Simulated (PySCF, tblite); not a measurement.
# C₅H₃F₃: geometry, infrared bands and NMR shifts

Wanted: the infrared bands and NMR shifts of C₅H₃F₃ (`C#C/C(F)=C/C(F)F`), by calculation.

Programs: tblite 0.8.0 and PySCF 2.14.0, with density-fitted response routines of our own. Each step states its level of theory. These are calculated values for one molecule in the gas phase, unless marked as measured. Atoms are numbered from 0 throughout.

## (1) The starting structure

11 atoms, charge 0, multiplicity 1; geometry from: force field or distance geometry start.

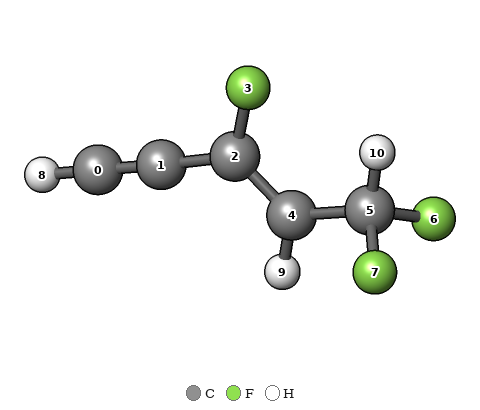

As it starts; carbon grey, fluorine green, hydrogen white, atoms numbered.

## (2) Optimising the geometry with GFN2-xTB

The job: settings as JSON, then the geometry in Å.

```
{"job": {"kind": "relax", "xc": "GFN2-xTB", "basis": "xTB"}, "charge": 0, "multiplicity": 1}
C      3.053900     0.131700     0.211300
C      1.877200     0.102300     0.497800
C      0.518900     0.051200     0.864900
F      0.191200     0.125400     2.163600
C     -0.462100    -0.046300    -0.042100
C     -1.907700    -0.092300     0.287500
F     -2.456600    -1.231900    -0.196200
F     -2.552100     0.935000    -0.316800
H      4.083300     0.164100    -0.045300
H     -0.229500    -0.097500    -1.102000
H     -2.111000    -0.039200     1.361000
```

Started as:

```console
$ OMP_NUM_THREADS=1 python probes_run.py task.json out
```

This one command runs all jobs of the session in turn.

**Question.** This job is followed by: GFN2-xTB harmonic vibrations, gas phase; GIAO PBE0/pcSseg-1 NMR shielding, non-relativistic, gas phase. What will the session give for the following? strongest single infrared mode (GFN2-xTB); zero-point energy (GFN2-xTB); ¹³C shifts against TMS (PBE0/pcSseg-1); ¹H shifts against TMS (PBE0/pcSseg-1); ¹⁹F shifts against CFCl3 (PBE0/pcSseg-1, means over atoms taken as alike); surface potential, least and greatest.

**Answer**, as computed:

```
                                                                 quantity                                value
                                strongest single infrared mode (GFN2-xTB)                 998 cm⁻¹, 230 km/mol
                                             zero-point energy (GFN2-xTB)                        40.1 kcal/mol
                                   ¹³C shifts against TMS (PBE0/pcSseg-1)  154.5, 122.2, 115.9, 94.1, 79.2 ppm
                                    ¹H shifts against TMS (PBE0/pcSseg-1)                 7.01, 5.82, 3.00 ppm
¹⁹F shifts against CFCl3 (PBE0/pcSseg-1, means over atoms taken as alike)                   -108.0, -130.5 ppm
                                    surface potential, least and greatest                   -0.84 V and 1.90 V
```

**Reading.** Relaxing lowered the energy by 0.037 eV in 32 steps; the close pair that moved most is C0–H8, from 1.061 to 1.050 Å. No mode is imaginary among the 27: a minimum at this level. The strongest single mode, at 998 cm⁻¹, moves mainly C5. Unscaled tight-binding wavenumbers are off by several per cent, some by more. Its intensities can rank the bands wrongly. H10 (hydrogen on an allylic sp3 CH bonded to 2 F) lies farthest downfield among hydrogen, at 7.01 ppm; its carbon carries F, which withdraws density. At PBE0/pcSseg-1: The widest tensor belongs to C1: span 288 ppm, with a paramagnetic part of -146 ppm. By nearest atom (PBE0/pcSseg-1), the HOMO sits on C4 32 %; C0 23 % and the LUMO on C2, C4 about 23 % each; C0 19 %.
